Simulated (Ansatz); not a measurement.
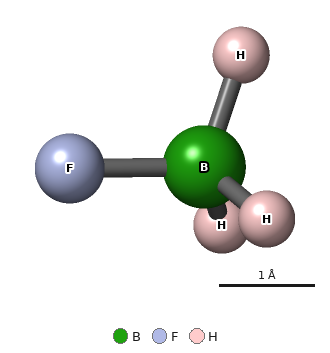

The structure (ball-and-stick view, seen at a tilt).

**Single-point calculation of BH₃F (charge −1)**

- system: BH₃F, charge −1
- method: RKS PBE0-D4/def2-TZVPD (Ansatz 0.2.0)

The geometry comes from this level: PBE0-D4/def2-TZVPD.

**Input file**
```yaml
crystal:
  periodic: [false, false, false]
  atoms:
    - {symbol: B, position_ang: [-0.000314, 0.000497, -0.037169]}
    - {symbol: F, position_ang: [0.012693, -0.021167, 1.417882]}
    - {symbol: H, position_ang: [1.167317, 0.011989, -0.470642]}
    - {symbol: H, position_ang: [-0.594134, 1.018770, -0.439881]}
    - {symbol: H, position_ang: [-0.585562, -1.010090, -0.470201]}
basis:
  gaussian: {orbitals: def2-TZVPD, initial_orbitals: start.molden}
total_charge: -1
hamiltonian: {xc: pbe0, dispersion: d4}
output: {orbitals: {seedname: orbitals}}
```

Launch command:
```bash
ansatz run in.yaml --threads 4 --pin off --events-out ev --progress --plain --max-ram 3916MiB
```

**Output**
```
Functional definition: PBE0
  name "PBE0"
  cite "Adamo & Barone, J. Chem. Phys. 110, 6158 (1999) doi:10.1063/1.478522"
  cite "Perdew, Burke & Ernzerhof, Phys. Rev. Lett. 77, 3865 (1996) doi:10.1103/PhysRevLett.77.3865"
  parent pbe
  parameter a = 0.25
  parameter kappa = 0.804
  parameter beta = 0.06672455060314922
  exchange = (1 - a)*pbe_x(kappa = kappa, mu = beta*pi^2/3) + a*exact_x
  correlation = pbe_c(beta = beta)
515 factors; their error is unknown
mean field evaluation 1: about -3441.5120 eV, gradient 1.3e-1 eV
mean field evaluation 2: about -3441.5184 eV, gradient 5.0e-5 eV
mean field evaluation 4: about -3433.7414 eV, gradient 7.7e1 eV
mean field evaluation 8: about -3441.5120 eV, gradient 2.5e-2 eV
mean field -3441.51837405 eV, -126.4734675013 hartree, gradient 5.0e-5 eV, S^2 0.000000; 1 other end points of the search recorded, 0 dependent functions left out
reference -3441.51840622 eV, -126.4734686836 hartree; 9, 9 occupied and 95, 95 virtual orbitals, 515 factors
Total energy: -3441.55702681 eV, -126.4748879642 hartree
```

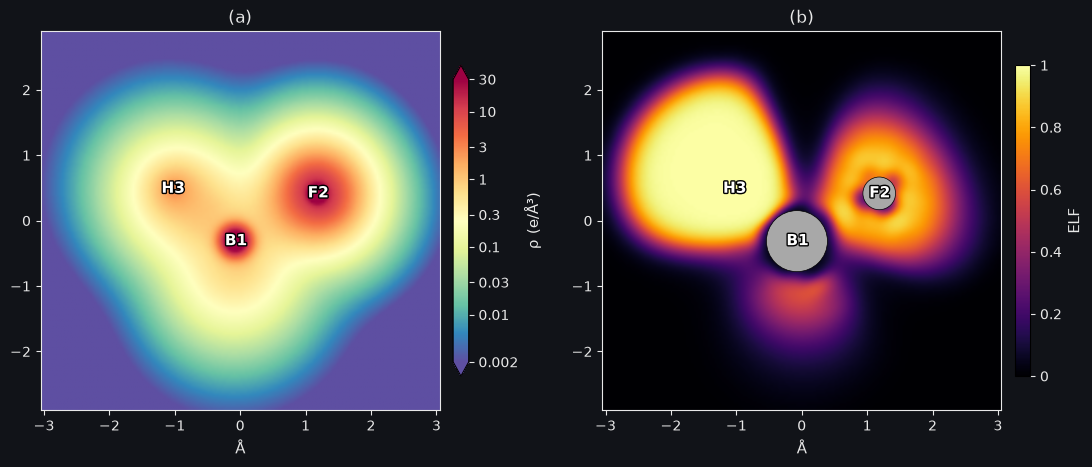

(a) total electron density; (b) ELF on the plane of atoms F2, B1 and H3. Grey discs, where drawn, cover atomic cores. Atoms in the plane: B, F and H. B–H (1.25 Å): ρ at the midpoint is about 1.1 e/Å³; the ELF climbs to about 1 towards the hydrogen, as it does in any bond to H (a covalent bond by its length).

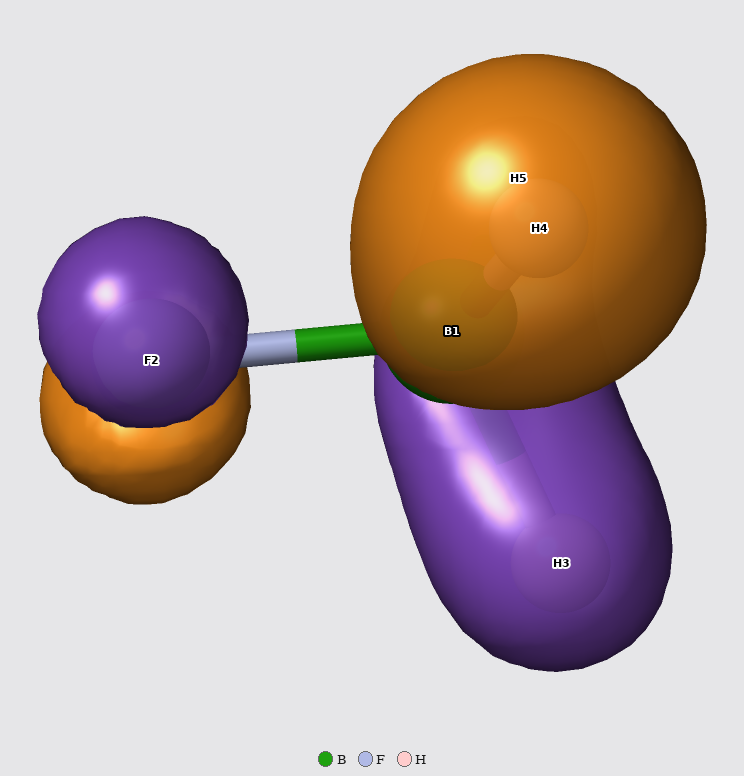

The HOMO at ±0.2 Å⁻³ᐟ² (orange and purple are the two phases), seen at an oblique angle. By Hirshfeld shares it lies mainly on H4 (30 %), B1 (30 %), F2 (20 %), H3 (10 %) and H5 (10 %). Its energy is −1.58 eV.

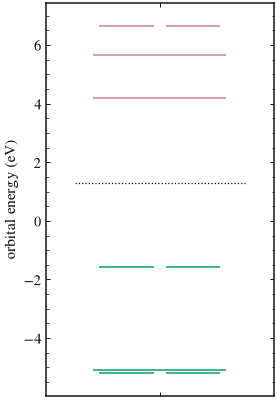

Orbital energies near the frontier; the dotted line parts filled from empty levels, and levels within 0.02 eV of each other stand side by side. Highest filled −1.58 eV, lowest empty 4.20 eV, 5.78 eV apart.

**Results in brief**

| quantity | value |
| --- | --- |
| outcome | converged |
| total energy | −3441.5570 eV |
| mean-field energy | −3441.5184 eV |
| dispersion energy | −0.0386 eV |
| SCF solution under orbital rotations | stable |
| HOMO | −1.58 eV |
| LUMO | 4.20 eV |
| hardware | 4 threads of Arm Neoverse V2, 23 GiB of memory available, shared host |
| peak memory | 0.12 GiB |
